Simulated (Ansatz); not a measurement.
The figure comes from a scan of Ti (hcp, Mg type): the cell is scaled evenly about its relaxed volume V₀. Computed with PBE (plane waves to 420 eV, PAW, scalar-relativistic; Ansatz, a quantum-chemistry and plane-wave program). k mesh 19×19×11 (Γ-centred), Fermi-Dirac smearing 0.05 eV. Energies are smeared free energies. Ti is run without spin polarisation. Ti was relaxed with its symmetry unable to fall. ΔE is measured from the relaxed starting cell.

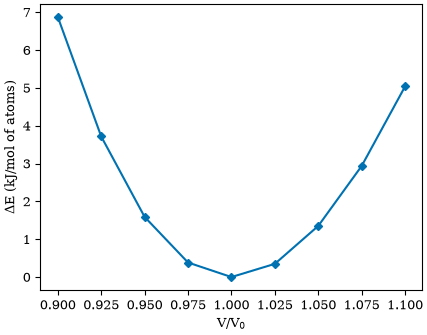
*ΔE (kJ/mol of atoms) against V/V₀; markers are the computed points, lines only join them.*

**Question.** Turn the plot into a table (rounded to what can be read).

**Answer.** To the nearest 0.1:

```
V/V₀   ΔE (kJ/mol of atoms)
-----  --------------------
0.900                   6.9
0.925                   3.7
0.950                   1.6
0.975                   0.4
1.000                   0.0
1.025                   0.3
1.050                   1.4
1.075                   2.9
1.100                   5.0
```

(A scan under strain: stresses follow from slopes of the energy per volume, elastic moduli from its curvatures.)
